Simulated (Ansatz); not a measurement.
Input

```
crystal:
  periodic: [false, false, false]
  atoms:
    - { symbol: Sn, position_ang: [0.0, 0.0, 0.0] }
    - { symbol: H, position_ang: [0.0, 0.0, 2.09] }
    - { symbol: H, position_ang: [1.6408, 0.0, -0.5794] }
    - { symbol: H, position_ang: [-0.8195, 1.4198, -0.5794] }
    - { symbol: H, position_ang: [-0.8195, -1.4198, -0.5794] }
    - { symbol: Br, position_ang: [-2.7426, 0.0, 0.9113] }
    - { symbol: H, position_ang: [-1.0109, 0.0, 2.145] }
basis:
  gaussian: { orbitals: def2-SVP }
hamiltonian:
  xc: pbe
relax:
  f_tol: 0.15
  max_steps: 25
  restrain:
    - { distance: [0, 5], at: 3.79, k: 30.0 }
    - { distance: [6, 1], at: 1.86, k: 30.0 }
    - { distance: [0, 1], at: 1.74, k: 30.0 }
    - { distance: [6, 5], at: 1.55, k: 30.0 }
output:
  orbitals: {}
```

Command:

```sh
ansatz run input.yaml --threads 2 --pin off --max-ram 3072MiB --backend cpu --events-out ev --progress --plain --runs-dir out
```

The fields are those of the run's last geometry, not of the input's.

Core potentials replace the inner electrons of Sn; not at a stationary point (largest force 1.2 eV/Å).

Level of theory: RKS PBE/def2-SVP (Ansatz 0.2.0).

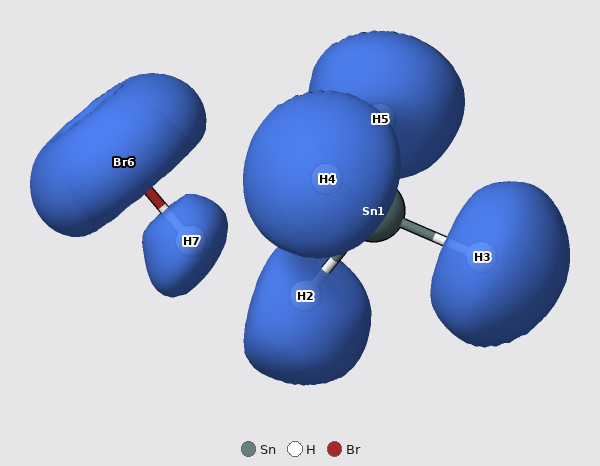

H$_{4}$Sn···HBr. Isosurface of the ELF at 0.8 (blue), seen at a tilt. Core shells and regions of very low density are left out.

Where are the electrons localised?

The ELF exceeds this value in five regions around hydrogen nuclei and one region wrapped around Br (its valence shell).

Values along the shortest contacts:
H2···H7 (1.86 Å): the ELF dips to about 0.20 between them. Br–H (1.51 Å): the ELF climbs to about 1 towards the hydrogen, as it does in any bond to H.
